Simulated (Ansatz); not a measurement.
System: MgSi$_{4}$N.

Input

```
crystal:
  lattice:
    - [2.1033712948, -5.0877450443, 0.0]
    - [2.1033712948, 5.0877450443, 0.0]
    - [0.0, 0.0, 4.6563718965]
  atoms:
    - { symbol: Mg, position: [0.0, 0.0, 0.5] }
    - { symbol: Si, position: [0.1245834576, 0.8754165424, 0.0] }
    - { symbol: Si, position: [0.8754165424, 0.1245834576, 0.0] }
    - { symbol: Si, position: [0.0, 0.5, 0.5] }
    - { symbol: Si, position: [0.5, 0.0, 0.5] }
    - { symbol: "N", position: [0.5, 0.5, 0.0] }
basis:
  ecutwfc: 420
kpoints:
  mp_grid: { grid: [10, 10, 8] }
hamiltonian:
  xc: pbe
scf:
  occupations: { method: gaussian, width: 0.1 }
output:
  forces: true
  stress: true
  eigenvalues: true
  write_density: true
  write_potential: true
  elf: true
  volumetric_format: npy
relax:
  adjacent_minimum: "off"
  f_tol: 0.01
  max_steps: 80
  cell: { stress_tol: 0.05 }
```

Run with:

```sh
ansatz run input.yaml --threads 1 --pin off --max-ram 2560MiB --backend cpu --events-out ev --progress --plain --runs-dir out
```

Below, planes, directions and counts refer to the conventional cell (a = 4.31 Å, b = 10.23 Å, c = 4.53 Å, α = 90.00°, β = 90.00°, γ = 90.00°).

The fields are those of the run's last geometry, not of the input's.

Space group Cmmm; a structure generated by program, which may or may not match a known phase; computed without spin polarisation.

Theory: DFT PBE, scalar-relativistic, plane waves, PAW in Ansatz.

**Predict the valence pseudo-density and electron localisation function between the atoms.**

Mg–Si (2.78 Å): ρ is about 0.2 e/Å³ halfway; the ELF peaks at about 0.70 in the valence shell of Si, 1.0 Å from its nucleus, and is about 0.55 at the midpoint.

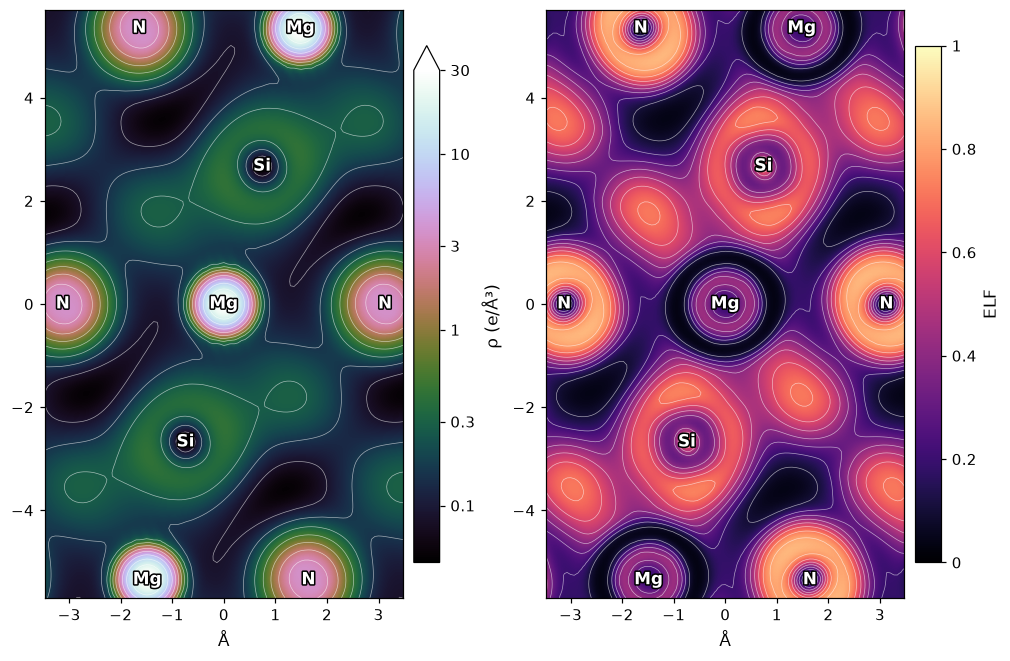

Computed valence pseudo-density and electron localisation function on the (111) plane of the conventional cell, in this order. 

In a PAW calculation such maps are meaningful between the atoms, not at the nuclei.
